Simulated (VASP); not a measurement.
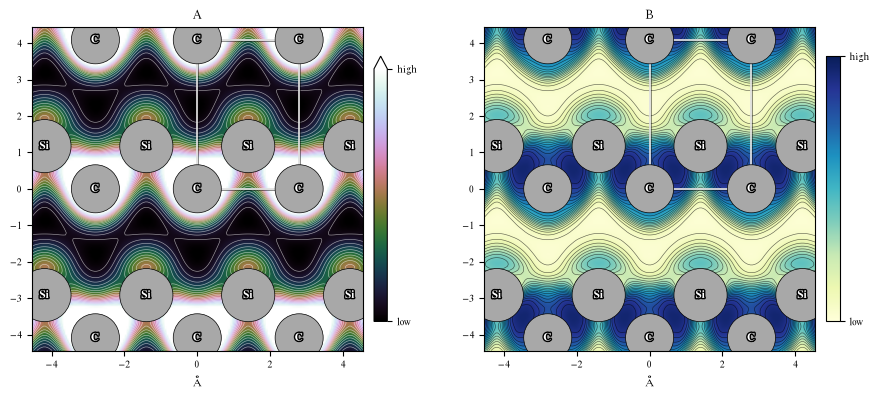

SiC3: 2 fields on the (100) plane of the conventional cell, with unlabelled colour scales. Grey discs cover the atomic cores.

Space group P-4m2; a generated structure, not necessarily the stable one; not relaxed (largest force 0.3 eV/Å); computed pressure about 3 GPa in this cell.

Computed with Kohn-Sham DFT of a periodic cell, PBE, VASP PAW PBE potentials, recommended (VASP).

```
C Si
1.0
     2.79640    0.00000    0.00000
     0.00000    2.79640    0.00000
     0.00000    0.00000    4.09004
C Si
3 1
Direct
  0.50000 0.00000 0.78627
  0.50000 0.50000 0.00000
  0.00000 0.50000 0.21373
  0.00000 0.00000 0.50000
```

**The panels show electron localisation function and valence pseudo-density in some order. Assign them.**

Panel A: valence pseudo-density. Panel B: electron localisation function. From the grid: Si–C (1.82 Å): ρ at the midpoint is about 1 e/Å³; the ELF peaks at about 0.95 between the atoms, as expected for a shared electron pair.
